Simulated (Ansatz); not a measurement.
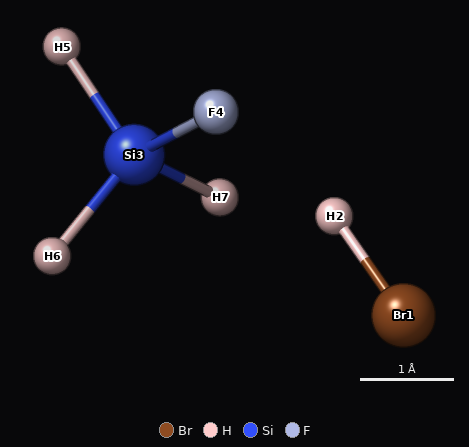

Figure 1. The input geometry (ball-and-stick view, seen at a tilt; atoms are numbered from 1 in the order of the input). Bond lengths as drawn: Br–H 1.43 Å, F–Si 1.61 Å and H–Si 1.48 Å.

SiH4BrF: single-point calculation

- system: SiH4BrF
- method: RKS PBE0-D4/def2-TZVPPD (Ansatz 0.2.0)

The geometry is a complex of two molecules. The geometry comes from this level: PBE0-D4/def2-TZVP.

Output:
```
Functional definition: PBE0
  name "PBE0"
  cite "Adamo & Barone, J. Chem. Phys. 110, 6158 (1999) doi:10.1063/1.478522"
  cite "Perdew, Burke & Ernzerhof, Phys. Rev. Lett. 77, 3865 (1996) doi:10.1103/PhysRevLett.77.3865"
  parent pbe
  parameter a = 0.25
  parameter kappa = 0.804
  parameter beta = 0.06672455060314922
  exchange = (1 - a)*pbe_x(kappa = kappa, mu = beta*pi^2/3) + a*exact_x
  correlation = pbe_c(beta = beta)
1227 factors; their error is unknown
mean field evaluation 1: about -80693.3051 eV, gradient 3.0e1 eV
mean field evaluation 2: about -80691.8630 eV, gradient 4.5e1 eV
mean field evaluation 4: about -80694.5455 eV, gradient 8.7e-1 eV
mean field evaluation 8: about -80694.8907 eV, gradient 5.1e-2 eV
mean field -80694.89072690 eV, -2965.4825372522 hartree, gradient 4.9e-6 eV, S^2 0.000000; 0 other end points of the search recorded, 0 dependent functions left out
reference -80694.89077011 eV, -2965.4825388401 hartree; 31, 31 occupied and 182, 182 virtual orbitals, 1227 factors
Total energy: -80694.96513717 eV, -2965.4852717792 hartree
```

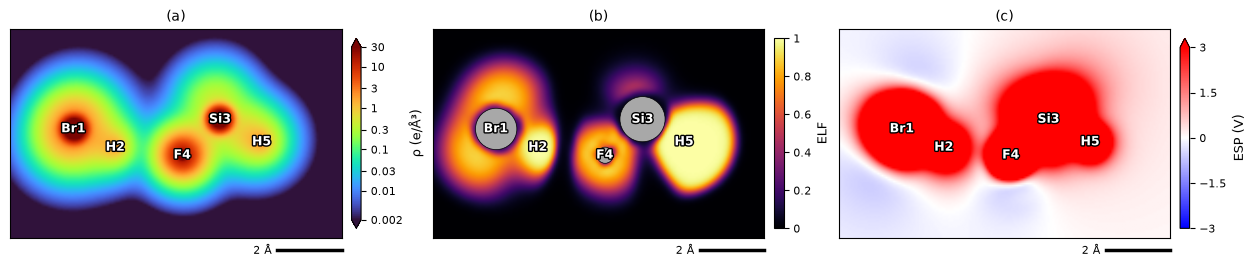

Figure 2. (a) total electron density; (b) electron localisation function; (c) molecular electrostatic potential on the plane of atoms F4, Si3 and H5. Grey discs, where drawn, cover atomic cores. Atoms in the plane: Br, H, Si and F. F4···H2 (2.09 Å): ρ is about 0.18 e/Å³ halfway, with its minimum of 0.1 e/Å³ about 1.3 Å from F; the ELF is only about 0.05 between them (a non-bonded, intermolecular contact). Si–F (1.61 Å): ρ is about 1.1 e/Å³ halfway; the ELF peaks at about 0.85 between the atoms. Br–H (1.43 Å): ρ is about 1.6 e/Å³ halfway, with its minimum of 1.4 e/Å³ about 1.0 Å from Br; the ELF climbs to about 1 towards the hydrogen, as it does in any bond to H. Si–H (1.48 Å): ρ is about 0.84 e/Å³ halfway; the ELF climbs to about 1 towards the hydrogen.

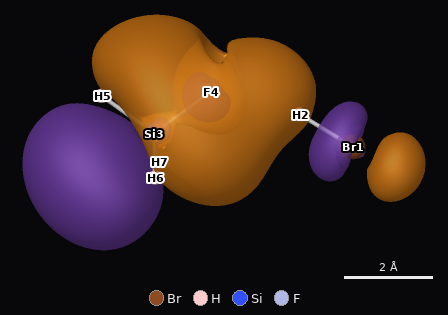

Figure 3. The LUMO at ±0.06 Å⁻³ᐟ² (orange and purple are the two phases), seen face on. By Hirshfeld shares it lies mainly on Si3 (55 %), Br1 (10 %) and F4 (10 %). Its energy is −0.72 eV.

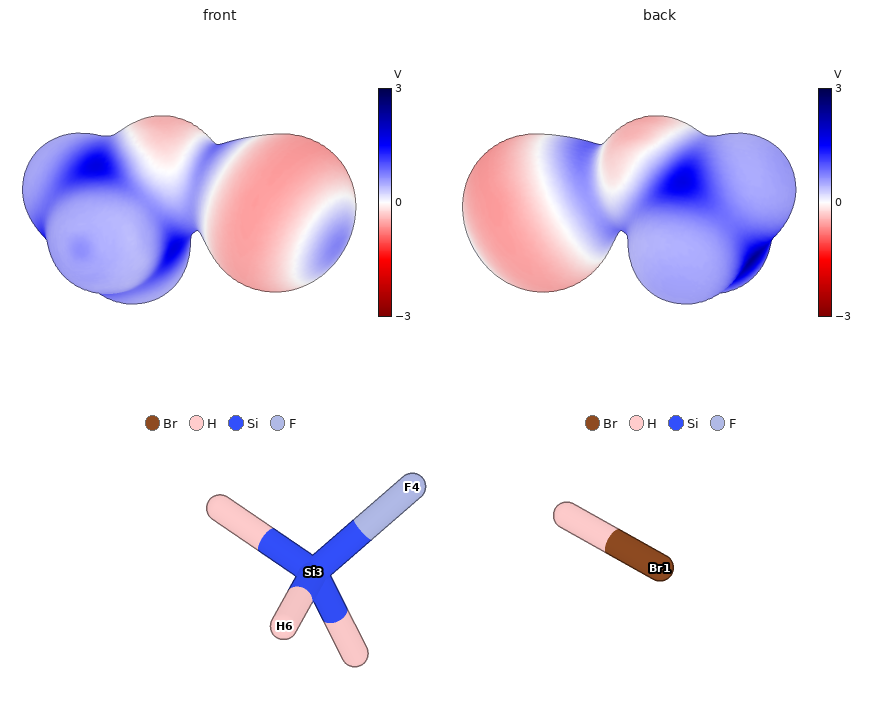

Figure 4. The molecular electrostatic potential painted on the density surface at 0.002 e/bohr³, seen at a tilt and from behind; red is negative and blue positive. The bare structure is drawn below in the same view.

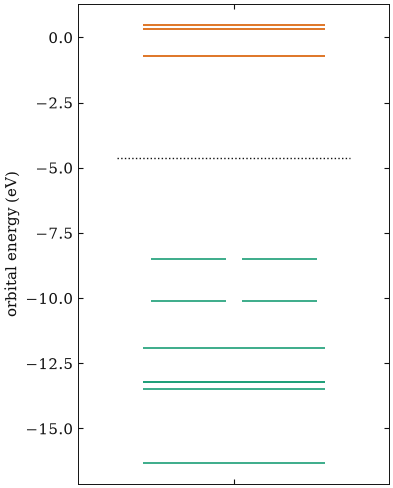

Figure 5. Orbital energies near the frontier; the dotted line parts filled from empty levels, and levels within 0.02 eV of each other stand side by side. Highest filled −8.50 eV, lowest empty −0.72 eV, 7.78 eV apart.

This output came from the following input.

Input:
```yaml
crystal:
  periodic: [false, false, false]
  atoms:
    - {symbol: Br, position_ang: [0.532185, -0.112786, -3.360176]}
    - {symbol: H, position_ang: [-0.244214, -0.267400, -2.175299]}
    - {symbol: Si, position_ang: [-0.030291, 0.088722, 1.149367]}
    - {symbol: F, position_ang: [-0.855501, -0.300602, -0.177914]}
    - {symbol: H, position_ang: [-0.950488, -0.041487, 2.301468]}
    - {symbol: H, position_ang: [0.440496, 1.483442, 0.996473]}
    - {symbol: H, position_ang: [1.107913, -0.849991, 1.266082]}
basis:
  gaussian: {orbitals: "def2-TZVPPD.json"}
hamiltonian: {xc: pbe0, dispersion: d4}
output: {orbitals: {seedname: orbitals}}
```

Launch command:
```bash
ansatz run in.yaml --threads 4 --pin off --events-out ev --progress --plain --max-ram 9574MiB
```

Key numbers:

| quantity | value |
| --- | --- |
| outcome | converged |
| total energy | −80694.9651 eV |
| mean-field energy | −80694.8908 eV |
| dispersion energy | −0.0744 eV |
| SCF solution under orbital rotations | stable |
| HOMO | −8.50 eV |
| LUMO | −0.72 eV |
| hardware | 4 threads of Intel Xeon @ 2.90GHz, 31 GiB of memory available, shared host |
| wall time | 2.3 s (CPU time 8.1 s) |
| peak memory | 0.51 GiB |
